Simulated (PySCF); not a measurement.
NMR shielding calculation, with input and output: C$_{5}$H$_{10}$Cl$_{2}$O$_{2}$Si

- system: C$_{5}$H$_{10}$Cl$_{2}$O$_{2}$Si
- method: GIAO PBE0/pcSseg-1 NMR shielding, non-relativistic, gas phase (PySCF 2.14.0)

The geometry comes from this level: GFN2-xTB. It belongs to a series of runs on one base structure; here: H on C replaced by CHCl2. Figures and captions count atoms from 1; the log counts them from 0 in places.

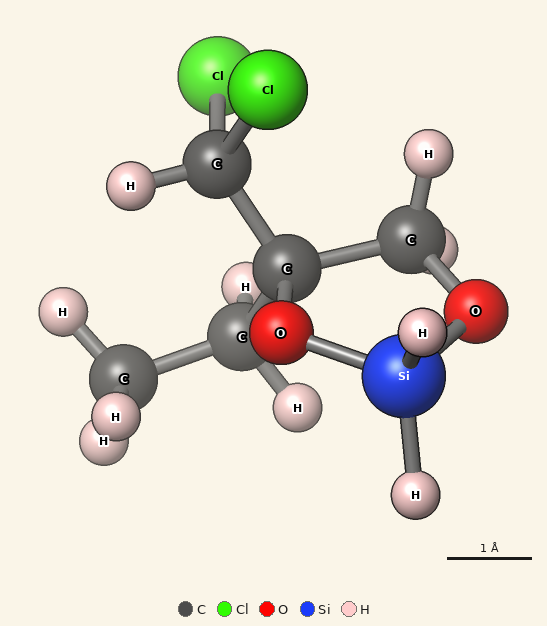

Fig. 1: The structure as given in the input (ball-and-stick view, seen at a tilt).

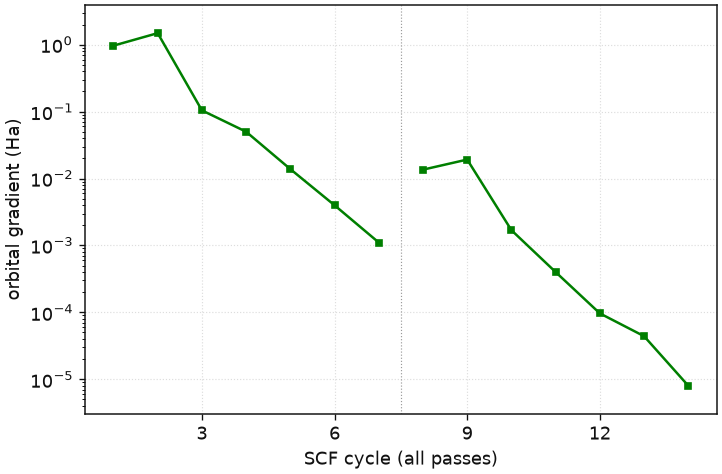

Fig. 2: Convergence of the self-consistent field: orbital gradient against the SCF cycle. The dotted line marks the change from a coarse to the final integration grid. The first 7 cycles use a coarse grid, the final grid takes over at cycle 8, and the field converges after 14 cycles in all.

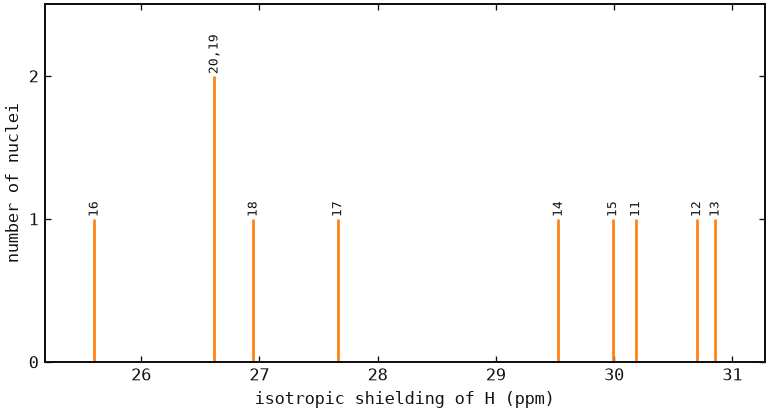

Fig. 3: Isotropic shieldings of the hydrogen nuclei in this fixed geometry, labelled by atom number; shielding grows to the right, so chemical shift grows to the left. The least shielded is H16 (25.6 ppm), the most shielded H13 (30.9 ppm).

The input that produced these results follows, with the program's output.

Input:
```
{"job": {"kind": "nmr", "xc": "PBE0", "basis": "pcSseg-1"}, "charge": 0, "multiplicity": 1}
C     -2.303393    -0.311883     0.238003
C     -1.088158    -0.392880    -0.678500
C      0.180449     0.236557    -0.077791
C     -0.011359     1.730878     0.203816
Cl    -0.378398     2.609048    -1.286027
Cl     1.441253     2.420229     0.948360
C      1.394861    -0.020688    -1.012688
O      2.149032    -1.062356    -0.475871
Si     1.762162    -1.375452     1.083332
O      0.462113    -0.372571     1.150200
H     -2.033179    -0.631828     1.241160
H     -3.087289    -0.964900    -0.136596
H     -2.699861     0.699541     0.280379
H     -1.306092     0.081093    -1.636267
H     -0.845436    -1.442735    -0.857266
H     -0.831199     1.892746     0.905050
H      1.063456    -0.304883    -2.014516
H      2.021599     0.873448    -1.087845
H      1.349978    -2.764402     1.186066
H      2.754312    -0.888283     2.023964
```

The first line tells a small driver script what to run in PySCF; the rest is the geometry in Å.

Command:
```bash
OMP_NUM_THREADS=1 python <driver script> task.json out
```

Output:
```
coarse grid: 18680 points
cycle   1  E = -1555.7884633707  dE =  1.561e+00  |g| = 9.666e-01  |ddm| = 4.186e+00
cycle   2  E = -1555.5522418817  dE =  2.362e-01  |g| = 1.487e+00  |ddm| = 2.172e+00
cycle   3  E = -1555.9618767684  dE = -4.096e-01  |g| = 1.043e-01  |ddm| = 1.506e+00
cycle   4  E = -1555.9638343816  dE = -1.958e-03  |g| = 5.001e-02  |ddm| = 1.482e-01
cycle   5  E = -1555.9644093938  dE = -5.750e-04  |g| = 1.382e-02  |ddm| = 6.348e-02
cycle   6  E = -1555.9644500439  dE = -4.065e-05  |g| = 3.983e-03  |ddm| = 1.947e-02
cycle   7  E = -1555.9644531775  dE = -3.134e-06  |g| = 1.106e-03  |ddm| = 4.604e-03
final grid: 167600 points
cycle   8  E = -1556.0444604685  dE = -5.817e-05  |g| = 1.356e-02  |ddm| = 4.340e-02
cycle   9  E = -1556.0444257481  dE =  3.472e-05  |g| = 1.919e-02  |ddm| = 2.498e-02
cycle  10  E = -1556.0444938176  dE = -6.807e-05  |g| = 1.690e-03  |ddm| = 1.600e-02
cycle  11  E = -1556.0444943327  dE = -5.151e-07  |g| = 4.000e-04  |ddm| = 1.896e-03
cycle  12  E = -1556.0444943686  dE = -3.595e-08  |g| = 9.655e-05  |ddm| = 3.712e-04
cycle  13  E = -1556.0444943704  dE = -1.815e-09  |g| = 4.404e-05  |ddm| = 1.406e-04
cycle  14  E = -1556.0444943709  dE = -4.352e-10  |g| = 8.009e-06  |ddm| = 5.363e-05
converged SCF energy = -1556.0444943709

GIAO shielding tensors (ppm)
atom      isotropic    diamagn.    paramagn.     s11        s22        s33       span
  0 C      178.543     246.464     -67.920    170.905    176.035    188.690     17.785
  1 C      151.721     246.518     -94.797    133.519    151.814    169.829     36.310
  2 C      102.251     245.327    -143.076     82.754     87.971    136.029     53.276
  3 C       98.209     244.551    -146.342     57.382    117.377    119.869     62.487
  4 Cl     726.838    1146.955    -420.118    470.535    693.183   1016.795    546.260
  5 Cl     731.161    1146.818    -415.657    472.684    695.731   1025.067    552.382
  6 C      113.718     244.100    -130.382     87.529    105.288    148.336     60.806
  7 O      305.453     394.335     -88.882    253.557    275.381    387.421    133.864
  8 Si     348.630     881.409    -532.779    325.689    333.374    386.827     61.138
  9 O      263.235     398.282    -135.047    215.931    267.256    306.517     90.586
 10 H       30.182      30.077       0.105     24.616     30.550     35.381     10.765
 11 H       30.698      27.815       2.883     25.506     27.384     39.205     13.699
 12 H       30.854      29.445       1.410     25.210     30.681     36.673     11.464
 13 H       29.529      31.206      -1.677     25.527     29.367     33.692      8.165
 14 H       29.988      32.028      -2.039     24.267     30.715     34.984     10.717
 15 H       25.602      29.556      -3.953     22.860     24.429     29.518      6.658
 16 H       27.662      29.873      -2.211     23.175     28.461     31.350      8.174
 17 H       26.947      29.939      -2.991     22.437     27.664     30.740      8.303
 18 H       26.623      29.783      -3.160     22.659     23.536     33.672     11.013
 19 H       26.611      29.281      -2.671     22.453     24.211     33.168     10.715
```

Key numbers:

| quantity | value |
| --- | --- |
| outcome | converged |
| total energy | −1556.044494 hartree |
| HOMO | −8.14 eV |
| LUMO | 0.11 eV |
| dipole moment | 1.85 D |
| isotropic shielding, C | 98.2 to 178.5 ppm |
| isotropic shielding, Cl | 726.8 to 731.2 ppm |
| isotropic shielding, O | 263.2 to 305.5 ppm |
| isotropic shielding, Si | 348.6 ppm |
| isotropic shielding, H | 25.6 to 30.9 ppm |
| hardware | 1 CPU thread, shared host |
| wall time | 2.5 min |
| peak memory | 1.1 GiB |
